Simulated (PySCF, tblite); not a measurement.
# C₃H₁₁NO₂Si₂: geometry, infrared bands and NMR shifts

Aim: predict the infrared bands and NMR shifts of C₃H₁₁NO₂Si₂ (`COC[SiH2]N([SiH3])C=O`).

The runs use tblite 0.8.0 and PySCF 2.14.0, with density-fitted response routines of our own; the level of theory stands in each step. All values are computed, except where a source is named. Atoms are numbered from 0 throughout.

## (1) The starting structure

19 atoms, charge 0, multiplicity 1; geometry from: force field or distance geometry start.

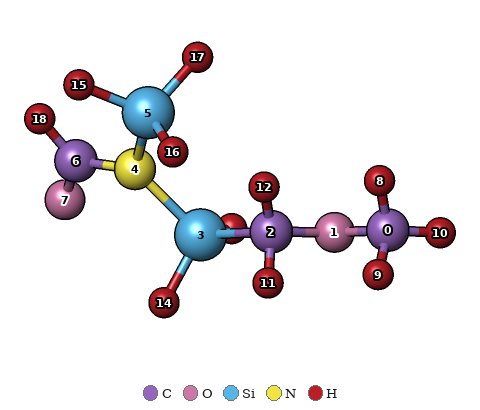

As it starts; carbon purple, oxygen pink, silicon blue, nitrogen yellow, hydrogen red, atoms numbered; sticks join atoms by distance.

## (2) Optimising the geometry with GFN2-xTB

Job settings and geometry (Å):

```
{"job": {"kind": "relax", "xc": "GFN2-xTB", "basis": "xTB"}, "charge": 0, "multiplicity": 1}
C      3.243500     0.411400    -0.434300
O      2.213400    -0.518100    -0.165200
C      1.163800     0.206800     0.382100
Si    -0.198600    -1.015100     0.741900
N     -1.787900    -0.468200     0.106400
Si    -1.797500     1.100000    -0.755300
C     -2.975700    -1.232500     0.250700
O     -3.003400    -2.339500     0.853000
H      2.810300     1.121000    -1.152700
H      3.451300     0.952100     0.521300
H      4.143000    -0.087600    -0.833400
H      1.513600     0.557300     1.384700
H      0.794000     1.026600    -0.239900
H      0.171300    -2.339200     0.200200
H     -0.373900    -1.183800     2.195300
H     -3.180900     1.598700    -0.689300
H     -0.968900     2.125000    -0.056800
H     -1.347700     0.877600    -2.134100
H     -3.879700    -0.783400    -0.182000
```

Command:

```console
$ OMP_NUM_THREADS=1 python probes_run.py task.json out
```

One launch serves the whole session: the jobs run in the order shown.

The log of the run:

```text
step      E/eV     max force
  0    -722.74809    4.176
  1    -722.97075    4.489
  2    -723.12854    0.808
  3    -723.20430    0.825
  4    -723.28094    0.580
  5    -723.30673    0.489
  6    -723.34301    0.388
  7    -723.36377    0.427
  8    -723.38909    0.428
  9    -723.40928    0.470
 10    -723.42846    0.344
 11    -723.44268    0.246
 12    -723.45404    0.193
 13    -723.46380    0.260
 14    -723.47285    0.280
 15    -723.48107    0.209
 16    -723.48856    0.170
 17    -723.49473    0.178
 18    -723.49971    0.184
 19    -723.50482    0.187
 20    -723.51071    0.169
 21    -723.51626    0.186
 22    -723.52037    0.164
 23    -723.52359    0.135
 24    -723.52696    0.140
 25    -723.53091    0.154
 26    -723.53444    0.137
 27    -723.53657    0.104
 28    -723.53788    0.104
 29    -723.53917    0.081
 30    -723.54070    0.101
 31    -723.54232    0.092
 32    -723.54385    0.117
 33    -723.54534    0.122
 34    -723.54685    0.106
 35    -723.54832    0.106
 36    -723.54966    0.093
 37    -723.55095    0.088
 38    -723.55231    0.110
 39    -723.55376    0.121
 40    -723.55513    0.075
 41    -723.55627    0.074
 42    -723.55725    0.079
 43    -723.55829    0.090
 44    -723.55952    0.088
 45    -723.56089    0.079
 46    -723.56210    0.082
 47    -723.56291    0.060
 48    -723.56340    0.049
 49    -723.56376    0.043
 50    -723.56417    0.049
 51    -723.56454    0.052
 52    -723.56481    0.042
 53    -723.56500    0.044
 54    -723.56525    0.040
 55    -723.56559    0.063
 56    -723.56598    0.072
 57    -723.56629    0.048
 58    -723.56652    0.033
 59    -723.56681    0.054
 60    -723.56725    0.081
 61    -723.56784    0.098
 62    -723.56838    0.077
 63    -723.56873    0.049
 64    -723.56902    0.046
 65    -723.56936    0.067
 66    -723.56978    0.087
 67    -723.57022    0.090
 68    -723.57059    0.066
 69    -723.57086    0.044
 70    -723.57104    0.048
 71    -723.57118    0.036
 72    -723.57132    0.043
 73    -723.57149    0.046
 74    -723.57167    0.048
 75    -723.57180    0.049
 76    -723.57188    0.025
 77    -723.57194    0.026
 78    -723.57203    0.029
 79    -723.57215    0.043
 80    -723.57230    0.042
 81    -723.57244    0.025
 82    -723.57253    0.022
 83    -723.57262    0.019
 84    -723.57271    0.022
 85    -723.57282    0.025
 86    -723.57292    0.026
 87    -723.57301    0.020
 88    -723.57310    0.022
 89    -723.57325    0.024
 90    -723.57344    0.032
 91    -723.57364    0.036
 92    -723.57380    0.033
 93    -723.57393    0.026
 94    -723.57411    0.033
 95    -723.57437    0.042
 96    -723.57472    0.051
 97    -723.57508    0.045
 98    -723.57541    0.038
 99    -723.57580    0.053
100    -723.57650    0.076
101    -723.57759    0.091
102    -723.57884    0.085
103    -723.57806    0.259
104    -723.58003    0.082
105    -723.58056    0.055
106    -723.58113    0.055
107    -723.58212    0.115
108    -723.58289    0.095
109    -723.58391    0.077
110    -723.58459    0.057
111    -723.58514    0.068
112    -723.58576    0.070
113    -723.58633    0.082
114    -723.58724    0.062
115    -723.58781    0.061
116    -723.58845    0.056
117    -723.59000    0.074
118    -723.59146    0.083
119    -723.59327    0.101
120    -723.59513    0.126
121    -723.59560    0.229
122    -723.59741    0.144
123    -723.59842    0.053
124    -723.59899    0.075
125    -723.59951    0.137
126    -723.60068    0.063
127    -723.60170    0.057
128    -723.60310    0.074
129    -723.60416    0.069
130    -723.60487    0.054
131    -723.60521    0.041
132    -723.60549    0.042
133    -723.60568    0.029
134    -723.60593    0.023
135    -723.60610    0.024
136    -723.60619    0.016
137    -723.60626    0.017
138    -723.60633    0.016
139    -723.60643    0.016
140    -723.60652    0.021
141    -723.60660    0.015
142    -723.60664    0.013
143    -723.60667    0.013
144    -723.60670    0.013
145    -723.60672    0.010
```

Run time: 2.1 s. Hardware: 1 thread of Arm Neoverse N1, shared host; peak memory 0.18 GiB.

Along the way: (not every step is listed)

```tsv
step	energy from step 0 (eV)	largest force (eV/Å)
0	0.0000	4.1757
1	-0.2227	4.4890
2	-0.3804	0.8076
3	-0.4562	0.8249
4	-0.5328	0.5797
5	-0.5586	0.4888
6	-0.5949	0.3882
7	-0.6157	0.4273
8	-0.6410	0.4280
21	-0.7682	0.1862
34	-0.7988	0.1062
47	-0.8148	0.0600
60	-0.8192	0.0810
73	-0.8234	0.0463
86	-0.8248	0.0263
99	-0.8277	0.0526
112	-0.8377	0.0702
125	-0.8514	0.1368
138	-0.8582	0.0164
140	-0.8584	0.0206
141	-0.8585	0.0151
142	-0.8585	0.0127
143	-0.8586	0.0130
144	-0.8586	0.0125
145	-0.8586	0.0103
```

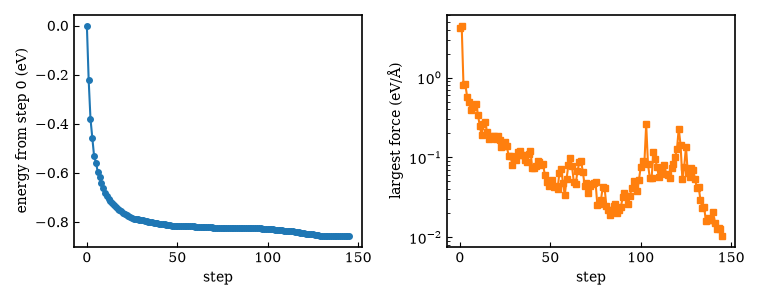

Energy and force, step by step.

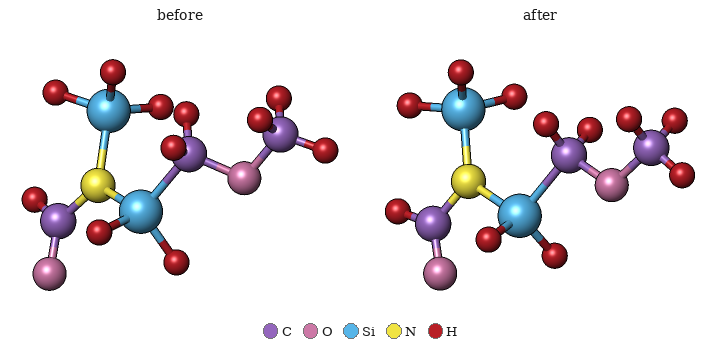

The geometry before (left) and after (right).

Distances of close pairs at the start and the end, largest changes first:

```tsv
bond	before (Å)	after (Å)	change (Å)
N4–C6	1.420	1.335	-0.085
C6–O7	1.261	1.212	-0.049
N4–Si5	1.789	1.747	-0.043
C2–Si3	1.865	1.904	+0.039
Si5–H16	1.492	1.461	-0.031
O1–C2	1.388	1.413	+0.025
Si3–H13	1.478	1.456	-0.021
C0–H9	1.117	1.098	-0.020
```

The next job starts from the end point, and lists it.

## (3) Infrared spectrum with GFN2-xTB

Job settings and geometry (Å):

```
{"job": {"kind": "ir", "xc": "GFN2-xTB", "basis": "xTB"}, "charge": 0, "multiplicity": 1}
C      3.449717     0.265138    -0.051955
O      2.305183    -0.523219     0.150625
C      1.096744     0.190196    -0.014359
Si    -0.248309    -1.082220     0.430017
N     -1.809252    -0.281961     0.093481
Si    -2.163903     1.276614    -0.611000
C     -2.741710    -1.169523     0.447824
O     -2.434183    -2.255867     0.887458
H      3.468748     0.684705    -1.066159
H      3.495604     1.091381     0.669464
H      4.311342    -0.384996     0.087834
H      1.090143     1.066139     0.649478
H      1.022639     0.572315    -1.042454
H     -0.117884    -2.220402    -0.469344
H     -0.153914    -1.340177     1.861006
H     -3.614678     1.440862    -0.530639
H     -1.464130     2.284372     0.181882
H     -1.713585     1.256208    -2.002331
H     -3.788377    -0.860314     0.321711
```

The log of the run:

```text
mode    cm-1     km/mol
  1      49.5      1.70
  2      62.7      1.18
  3      67.6      0.73
  4      87.4      2.06
  5     121.3      0.58
  6     149.8     30.56
  7     171.1      2.89
  8     175.9      3.37
  9     228.7      3.04
 10     273.4     16.84
 11     311.1     11.18
 12     372.1     12.89
 13     488.1     28.32
 14     497.1     59.93
 15     563.9     30.43
 16     585.8     99.59
 17     621.8     36.32
 18     663.1     21.64
 19     713.4    254.44
 20     755.6     10.73
 21     763.9    227.29
 22     767.3    161.59
 23     777.0    131.49
 24     801.4    104.45
 25     805.4    339.58
 26     942.6      7.74
 27     977.0     46.78
 28    1026.3    322.84
 29    1102.5     74.59
 30    1131.8      1.49
 31    1152.5      9.88
 32    1198.1     22.29
 33    1294.5     13.93
 34    1301.6    184.31
 35    1382.9    130.73
 36    1404.3      2.10
 37    1470.1      5.31
 38    1487.1     10.47
 39    1494.3      0.14
 40    1709.6    593.62
 41    2265.0    286.67
 42    2269.8    216.58
 43    2280.8    198.48
 44    2325.9    191.79
 45    2332.6    310.29
 46    2839.5     85.96
 47    2849.3    146.64
 48    2875.8     59.98
 49    2886.3     58.84
 50    2911.0     57.67
 51    3023.7     25.35
```

It took 1.4 s on 1 thread of Arm Neoverse N1, shared host; peak memory 0.18 GiB.

The strongest bands and the atoms that carry them (share of the mass-weighted mode):

```tsv
cm⁻¹	km/mol	atoms
713	254.4	H13 46 %, H14 40 %, Si3 10 %
764	227.3	H16 36 %, H15 30 %, H14 15 %, H13 10 %
805	339.6	H15 23 %, H17 20 %, H16 19 %
1026	322.8	N4 71 %, C6 12 %
1710	593.6	C6 62 %, O7 35 %
2265	286.7	H17 84 %, H15 11 %
2270	216.6	H15 86 %, H17 11 %
2333	310.3	H13 92 %
```

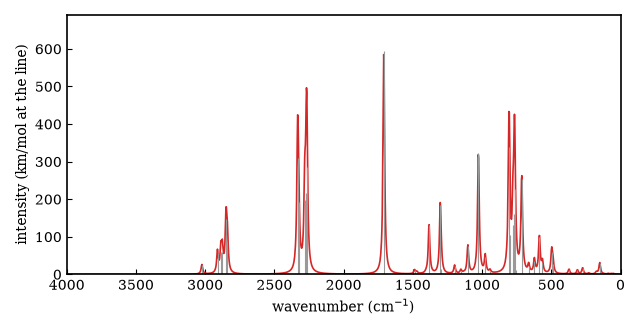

The infrared spectrum from these modes, unscaled. Lines are broadened to a width of 14 cm⁻¹ (Lorentzian).

## (4) NMR shieldings: PBE0/pcSseg-1

Same as in step 3 but for these lines:

```diff
@@ -1,2 +1,2 @@
-{"job": {"kind": "ir", "xc": "GFN2-xTB", "basis": "xTB"}, "charge": 0, "multiplicity": 1}
+{"job": {"kind": "nmr", "xc": "PBE0", "basis": "pcSseg-1"}, "charge": 0, "multiplicity": 1}
 C      3.449717     0.265138    -0.051955
```

Method: GIAO PBE0/pcSseg-1 NMR shielding, non-relativistic, gas phase.

The log of the run:

```text
coarse grid: 16560 points
cycle   1  E = -904.2431101465  dE =  9.906e-01  |g| = 9.195e-01  |ddm| = 3.835e+00
cycle   2  E = -903.7569163191  dE =  4.862e-01  |g| = 1.811e+00  |ddm| = 2.246e+00
cycle   3  E = -904.3915711049  dE = -6.347e-01  |g| = 2.737e-01  |ddm| = 1.723e+00
cycle   4  E = -904.4047116219  dE = -1.314e-02  |g| = 1.088e-01  |ddm| = 2.618e-01
cycle   5  E = -904.4069063462  dE = -2.195e-03  |g| = 1.683e-02  |ddm| = 7.486e-02
cycle   6  E = -904.4069595712  dE = -5.322e-05  |g| = 5.941e-03  |ddm| = 1.613e-02
cycle   7  E = -904.4069674942  dE = -7.923e-06  |g| = 1.199e-03  |ddm| = 5.052e-03
final grid: 149976 points
cycle   8  E = -904.4717004598  dE = -7.056e-06  |g| = 1.566e-02  |ddm| = 2.354e-02
cycle   9  E = -904.4715863435  dE =  1.141e-04  |g| = 2.924e-02  |ddm| = 2.722e-02
cycle  10  E = -904.4717436882  dE = -1.573e-04  |g| = 3.398e-03  |ddm| = 1.994e-02
cycle  11  E = -904.4717460175  dE = -2.329e-06  |g| = 4.271e-04  |ddm| = 2.371e-03
cycle  12  E = -904.4717460479  dE = -3.035e-08  |g| = 1.518e-04  |ddm| = 4.530e-04
cycle  13  E = -904.4717460525  dE = -4.650e-09  |g| = 2.710e-05  |ddm| = 1.398e-04
cycle  14  E = -904.4717460527  dE = -1.517e-10  |g| = 9.278e-06  |ddm| = 3.494e-05
converged SCF energy = -904.4717460527

GIAO shielding tensors (ppm)
atom      isotropic    diamagn.    paramagn.     s11        s22        s33       span
  0 C      120.757     243.384    -122.628     88.635     90.250    183.386     94.752
  1 O      337.802     398.230     -60.428    325.468    332.104    355.834     30.366
  2 C      123.262     257.552    -134.291     87.892     97.324    184.569     96.677
  3 Si     397.757     881.842    -484.085    372.557    405.808    414.908     42.351
  4 N      148.741     335.769    -187.028     31.018    188.887    226.318    195.300
  5 Si     407.142     881.638    -474.496    379.371    388.466    453.587     74.216
  6 C       12.859     242.121    -229.262    -70.571     21.463     87.686    158.257
  7 O     -130.742     404.824    -535.566   -402.727   -255.455    265.956    668.684
  8 H       28.382      29.101      -0.718     25.001     25.974     34.171      9.170
  9 H       28.366      29.013      -0.647     24.914     26.047     34.136      9.222
 10 H       27.711      27.691       0.021     23.583     25.160     34.391     10.808
 11 H       28.414      35.978      -7.564     24.820     27.642     32.779      7.959
 12 H       28.296      36.189      -7.893     24.271     27.436     33.180      8.909
 13 H       26.890      31.140      -4.249     22.980     26.076     31.615      8.635
 14 H       26.821      31.166      -4.346     22.785     26.106     31.570      8.784
 15 H       26.910      29.610      -2.700     23.990     25.333     31.406      7.416
 16 H       27.274      31.158      -3.884     23.627     26.560     31.635      8.009
 17 H       27.112      30.693      -3.581     23.626     25.648     32.063      8.437
 18 H       23.520      25.845      -2.324     19.770     23.843     26.948      7.178
```

Wall time 81 s (1 thread of Arm Neoverse N1, shared host); peak memory 0.92 GiB.

Shifts follow as δ = σ(reference) − σ, with reference shieldings (ppm) from runs at the same level and on the same kind of geometry: ¹H TMS 31.72, ¹³C TMS 186.9, ²⁹Si TMS 349.2, ¹⁵N NH3 267.7, ¹⁷O H2O 336.1. The references are single molecules in the gas phase, so shifts against H2O, NH3, PH3, H3PO4 or CFCl3 are not on the usual liquid scales and can be off by tens of ppm. Atoms listed in one row are averaged.

```tsv
atoms	environment	σ (ppm)	δ (ppm)	δ scaled to CDCl3
C6	amide carbonyl carbon	12.9	174.1	168.0
C0	methyl carbon bonded to O	120.8	66.2	62.7
C2	sp3 CH2 bonded to O and Si	123.3	63.7	60.2
H18	hydrogen on an amide carbonyl carbon	23.52	8.20	7.83
H13, H14	hydrogen on a silicon bonded to C, N	26.86	4.86	–
H15, H16, H17	hydrogen on a silicon bonded to N	27.10	4.62	–
H8, H9, H10	hydrogen on a methyl carbon bonded to O	28.15	3.56	3.47
H11, H12	hydrogen on an sp3 CH2 bonded to O and Si	28.35	3.36	3.27
O7	amide-type carbonyl oxygen	-130.7	466.8	–
O1	ether oxygen	337.8	-1.7	–
Si3	silicon bonded to C, N, 2 H	397.8	-48.6	–
Si5	silicon bonded to N, 3 H	407.1	-58.0	–
N4	amide-type nitrogen	148.7	119.0	–
```

The scaled column applies a straight-line fit of computed shieldings to shifts measured in CDCl3 (root-mean-square error 0.16 ppm for H, 1.9 ppm for C).

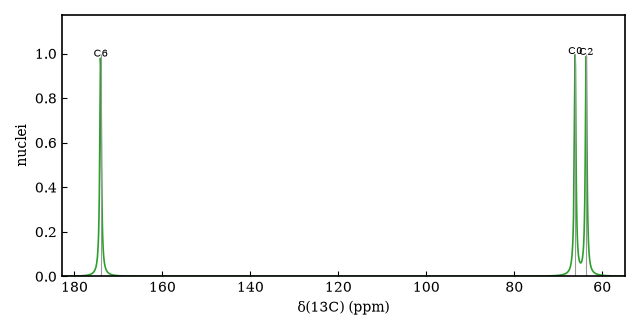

¹³C lines at the computed shifts, without couplings. Lines are broadened to a width of 0.44 ppm (Lorentzian).

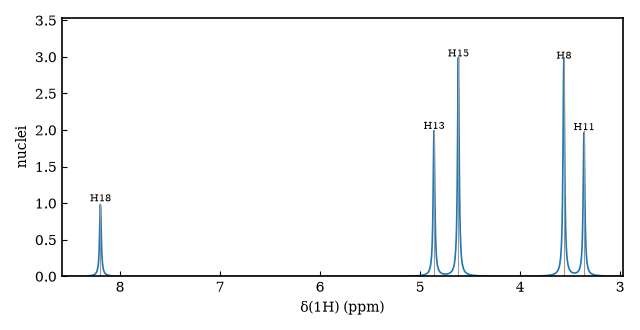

¹H lines at the computed shifts, without couplings. Lines are broadened to a width of 0.02 ppm (Lorentzian).

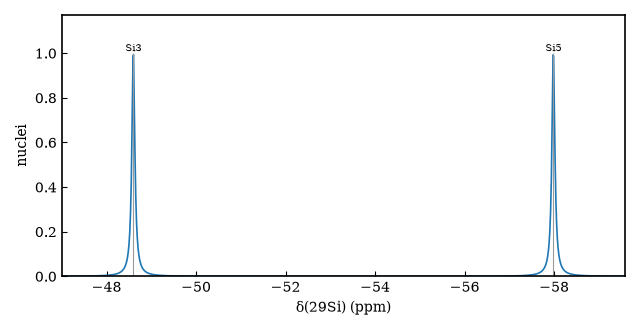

²⁹Si lines at the computed shifts, without couplings. Lines are broadened to a width of 0.08 ppm (Lorentzian).

The run also stored atomic charges by several schemes (e):

```tsv
atoms	Mulliken	IAO	Hirshfeld	ESP fit
C0	-0.02	-0.20	-0.04	-0.18
O1	-0.53	-0.39	-0.14	-0.27
C2	-0.27	-0.35	-0.10	-0.15
Si3	0.83	0.91	0.36	0.39
N4	-0.87	-0.72	-0.23	-0.34
Si5	0.63	0.74	0.38	0.43
C6	0.44	0.31	0.14	0.42
O7	-0.44	-0.47	-0.24	-0.48
```

Mulliken charges:

C0 -0.02; O1 -0.53; C2 -0.27; Si3 0.83; N4 -0.87; Si5 0.63; C6 0.44; O7 -0.44; H8 0.09; H9 0.09; H10 0.12; H11 0.12; H12 0.12; H13 -0.06; H14 -0.06; H15 -0.10; H16 -0.09; H17 -0.08; H18 0.09

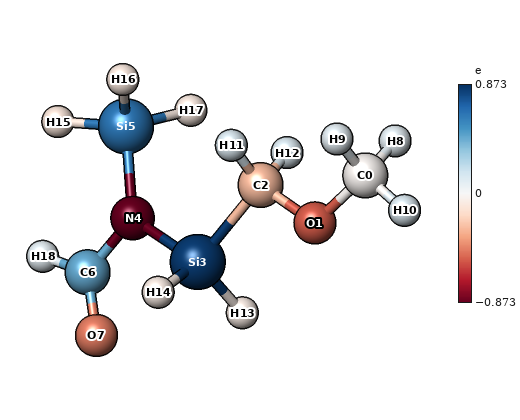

Mulliken charges, as colours on the atoms.

Mayer bond orders: C0–O1 0.93, O1–C2 0.89, C2–Si3 0.86, Si3–N4 0.74, N4–Si5 0.85, N4–C6 1.19, C6–O7 1.81.

The fields below are evaluated on a grid from the run's orbitals.

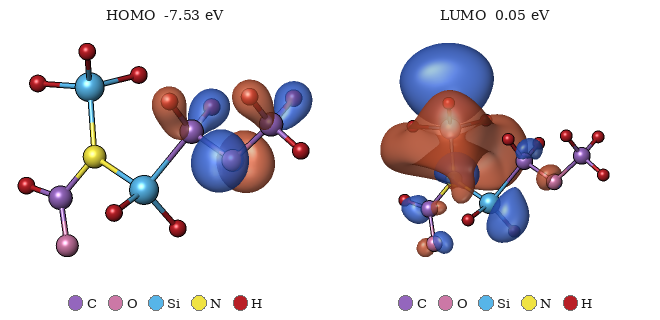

PBE0/pcSseg-1 orbitals near the gap, drawn at the value that encloses 70 % of each; the two colours are the two signs.

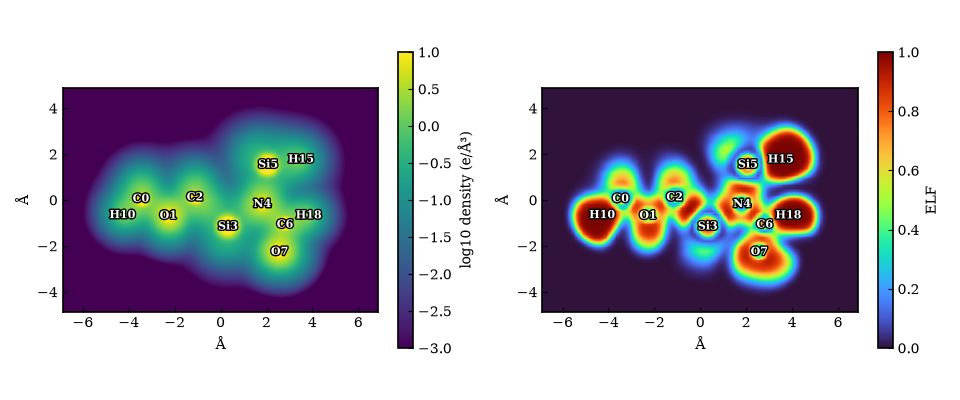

Density (left) and ELF (right) in a plane through or near 11 of the atoms.

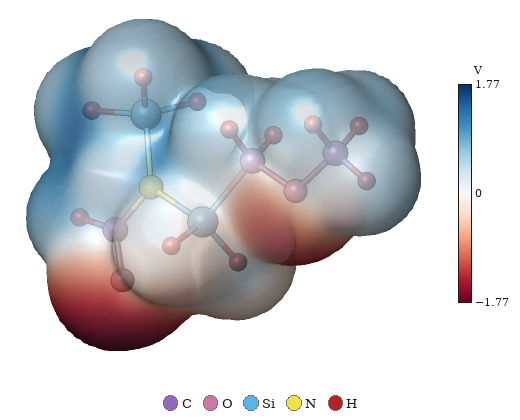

The potential that a unit positive charge feels on the 0.002 e/bohr³ surface, from -1.77 V near O7 to 1.46 V near H15.

## (5) Summary of results

```
                                                              quantity                             value
                             strongest single infrared mode (GFN2-xTB)             1710 cm⁻¹, 594 km/mol
                                          zero-point energy (GFN2-xTB)                     84.1 kcal/mol
                                ¹³C shifts against TMS (PBE0/pcSseg-1)             174.1, 66.2, 63.7 ppm
¹H shifts against TMS (PBE0/pcSseg-1, means over atoms taken as alike)  8.20, 4.86, 4.62, 3.56, 3.36 ppm
                                ¹⁷O shifts against H2O (PBE0/pcSseg-1)                   466.8, -1.7 ppm
                               ²⁹Si shifts against TMS (PBE0/pcSseg-1)                  -48.6, -58.0 ppm
                                ¹⁵N shifts against NH3 (PBE0/pcSseg-1)                         119.0 ppm
                                 surface potential, least and greatest                -1.77 V and 1.46 V
```

**Reading.** Over 145 steps the energy fell by 0.859 eV; of the close pairs, N4–C6 changed most, 1.420 to 1.335 Å. No mode is imaginary among the 51: a minimum at this level. The strongest single mode, at 1710 cm⁻¹, moves mainly C6 and O7. GFN2-xTB is a fitted tight-binding method: band positions and strengths are rough. Its intensities can rank the bands wrongly. At PBE0/pcSseg-1: The largest span, 669 ppm, is at O7, where the paramagnetic term is -536 ppm.
